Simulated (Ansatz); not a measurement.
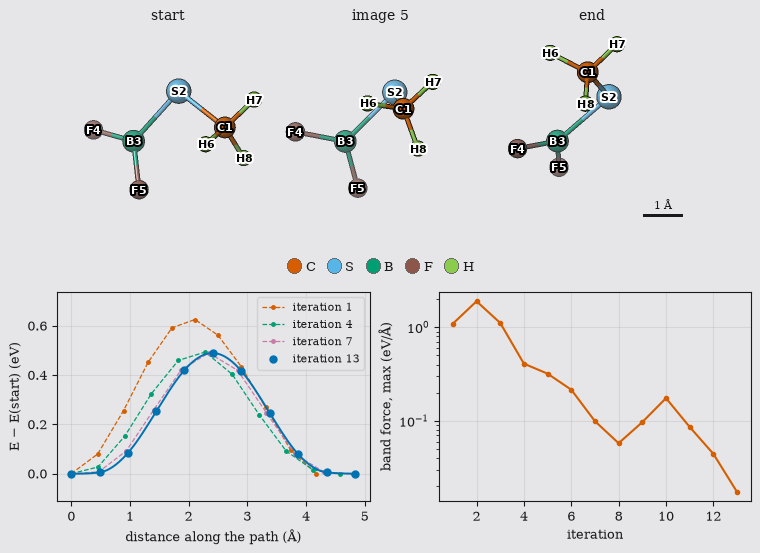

A nudged-elastic-band calculation for CH3BF2S. Images are numbered from 0 (start) to 10 (end). The plot follows the band through its iterations. Style: ball-and-stick. Shown at a tilt.

Level of theory: RKS B3LYP/def2-SVP in Ansatz. Run with 9 movable images; climbing image; force threshold 0.03 eV/Å; iteration limit 40; starting path by image-dependent pair potential.

Did the band converge, and can the barrier be trusted?

Answer. The result is final at these settings. The band converged in 13 iterations. The largest component of the band force went from 1.1 to 0.017 eV/Å. The climbing image converged on the top of the path. Its vibrational analysis gives one imaginary mode (115i cm⁻¹), as a transition state must have. The first iteration put the highest image at 0.63 eV. The two ends have the same energy, and the highest point, image 5, lies 0.49 eV above the start.
